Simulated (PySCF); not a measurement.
SMILES CS[SiH2]CO, singlet at its GFN2-xTB optimised geometry (Å):

```
13

C      2.1839    -1.2600     0.1008
S      0.3876    -1.5459     0.1337
Si    -0.2762     0.4832     0.0000
C     -2.1771     0.4832     0.0000
O     -2.6594     1.8192     0.0000
H      2.6594    -2.2316     0.1767
H      2.4692    -0.6387     0.9430
H      2.4594    -0.7826    -0.8337
H      0.2633     1.0921    -1.2126
H      0.2209     1.2079     1.1767
H     -2.6035    -0.0779     0.8397
H     -2.5698     0.0364    -0.9138
H     -2.4262     2.2316     0.8368
```

Computed with PBE/def2-TZVP (PySCF 2.14.0). Cells within 0.4 Å of a nucleus heavier than hydrogen are left out (blank, or x).

Map of the HOMO−1 amplitude (bohr^(-3/2)) on the plane z = 0.0 Å; orbital energy -6.04 eV, overall sign arbitrary:

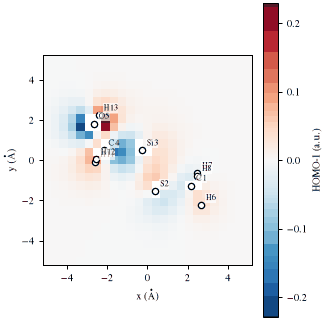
HOMO−1 amplitude (bohr^(-3/2)) on the plane z = 0.0 Å.
